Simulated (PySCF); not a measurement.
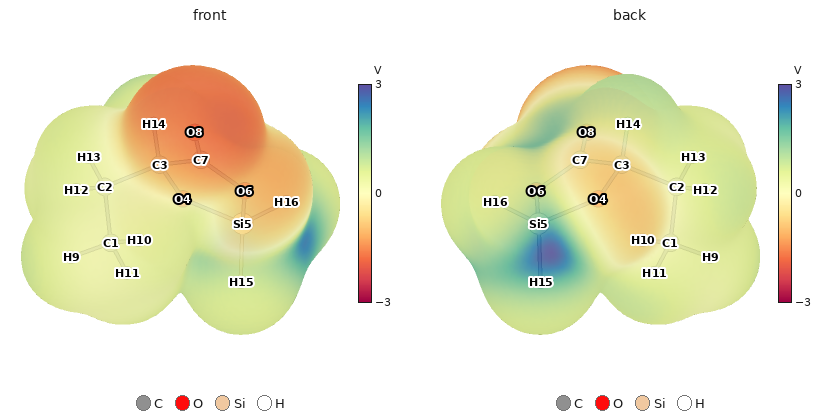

C4H8O3Si. The molecular electrostatic potential painted on the density surface at 0.002 e/bohr³, seen from the front and from behind; red is negative and blue positive.

Geometry: GFN2-xTB.

Level of theory: CAM-B3LYP/def2-SVPD, SCF density, gas phase in PySCF 2.14.0.

Input

```
{"job": {"kind": "uv", "xc": "CAM-B3LYP", "basis": "def2-SVPD", "nstates": 8, "ntriplets": 3}, "charge": 0, "multiplicity": 1}
C     -1.584559    -0.294653    -0.781876
C     -1.307061     0.530907     0.468248
C      0.182808     0.560726     0.820951
O      0.956388     1.152243    -0.190815
Si     2.055114     0.128689    -0.824809
O      1.678916    -1.142566     0.180250
C      0.704048    -0.860715     1.035615
O      0.292781    -1.626804     1.854609
H     -2.650142    -0.297101    -0.997632
H     -1.261362    -1.323501    -0.638192
H     -1.059859     0.122262    -1.639082
H     -1.647492     1.557073     0.319462
H     -1.835327     0.105464     1.323055
H      0.330800     1.127917     1.748500
H      1.729451    -0.275638    -2.179773
H      3.407899     0.544641    -0.509922
```

Launched as:

```sh
OMP_NUM_THREADS=1 python probes_run.py task.json out
```

Q: Where is the surface potential most negative and most positive?

A: The most negative region (about −1.8 V) lies over O8, the most positive (about +2.5 V) over Si5. O8 is the likeliest acceptor of a hydrogen bond.
